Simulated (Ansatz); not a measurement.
## Two runs on KHBr

System: KHBr, charge +1.
Method of the first run: RKS PBE-D4/def2-TZVPPD (Ansatz 0.2.0).

The geometry comes from this level: PBE0-D4/def2-TZVP. Text and figures count atoms from 1; the logs count them from 0 in places.

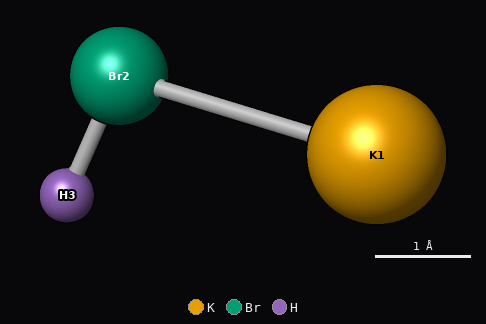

Fig. 1: The structure (ball-and-stick view, seen at a tilt; atoms are numbered from 1 in the order of the input). Sticks mark near contacts. Bond lengths as drawn: Br–H 1.43 Å and Br–K 3.35 Å.

### The input, the first run
```yaml
crystal:
  periodic: [false, false, false]
  atoms:
    - {symbol: K, position_ang: [-0.019572, 0.045595, -2.393646]}
    - {symbol: Br, position_ang: [-0.247216, 0.576781, 0.910079]}
    - {symbol: H, position_ang: [0.266688, -0.622376, 1.483566]}
basis:
  gaussian: {orbitals: "def2-TZVPPD.json"}
total_charge: 1
hamiltonian: {xc: pbe, dispersion: d4}
```

Launched with:
```bash
ansatz run in.yaml --threads 2 --pin off --events-out ev --progress --plain --max-ram 5222MiB
```

Hardware: 2 CPU threads, shared host.

### Output (the first run)
```
Functional definition: PBE
  parameter kappa = 0.804
  parameter beta = 0.06672455060314922
  exchange = pbe_x(kappa = kappa, mu = beta*pi^2/3)
  correlation = pbe_c(beta = beta)
809 factors; their error is unknown
mean field evaluation 1: about -86363.2876 eV, gradient 3.4e1 eV
mean field evaluation 2: about -86362.1034 eV, gradient 4.8e1 eV
mean field evaluation 4: about -86366.4661 eV, gradient 1.8e0 eV
mean field evaluation 8: about -86366.4540 eV, gradient 2.9e-2 eV
mean field -86366.45398828 eV, -3173.9086427843 hartree, gradient 2.9e-5 eV, S^2 0.000000; 0 other end points of the search recorded, 0 dependent functions left out
reference -86366.45403668 eV, -3173.9086445630 hartree; 27, 27 occupied and 83, 83 virtual orbitals, 809 factors
Total energy: -86366.48523805 eV, -3173.9097911921 hartree
```

The input of the second run differs as follows (lines with − go, lines with + come):
```diff
-    - {symbol: Br, position_ang: [-0.247216, 0.576781, 0.910079]}
-    - {symbol: H, position_ang: [0.266688, -0.622376, 1.483566]}
+    - {symbol: Br, position_ang: [-0.219845, 0.512909, 4.263250]}
+    - {symbol: H, position_ang: [0.294058, -0.686248, 4.836737]}
```

What does this change do to the results?

With the same method and basis, the second run lies 6.4 kcal/mol higher.

### Output (the second run)
```
Functional definition: PBE
  parameter kappa = 0.804
  parameter beta = 0.06672455060314922
  exchange = pbe_x(kappa = kappa, mu = beta*pi^2/3)
  correlation = pbe_c(beta = beta)
809 factors; their error is unknown
mean field evaluation 1: about -86363.0071 eV, gradient 3.4e1 eV
mean field evaluation 2: about -86361.3909 eV, gradient 4.9e1 eV
mean field evaluation 4: about -86366.2005 eV, gradient 2.1e0 eV
mean field evaluation 8: about -86366.1923 eV, gradient 2.8e-2 eV
mean field -86366.19228843 eV, -3173.8990254922 hartree, gradient 6.0e-5 eV, S^2 0.000000; 0 other end points of the search recorded, 0 dependent functions left out
reference -86366.19235694 eV, -3173.8990280097 hartree; 27, 27 occupied and 83, 83 virtual orbitals, 809 factors
Total energy: -86366.20560883 eV, -3173.8995150078 hartree
```

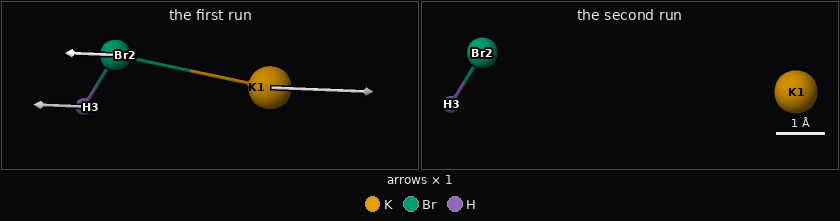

Fig. 2: The two input geometries at one scale (ball-and-stick view, seen at a tilt). The white arrows on the first give the shifts of the atoms after the best rigid fit, at true length. The largest move after the best rigid fit is that of K1, 2.24 Å. Largest moves by element: K 2.24 Å, Br 1.12 Å, H 1.12 Å. Among the contacts that change: K1–Br2 3.354 → 6.676 Å.

### The two runs side by side

| quantity | the first run | the second run |
| --- | --- | --- |
| outcome | converged | converged |
| total energy (hartree) | −3173.909791 | −3173.899515 |
| basis functions | 110 | 110 |
| wall time (shared host) | 1.1 s | 0.9 s |
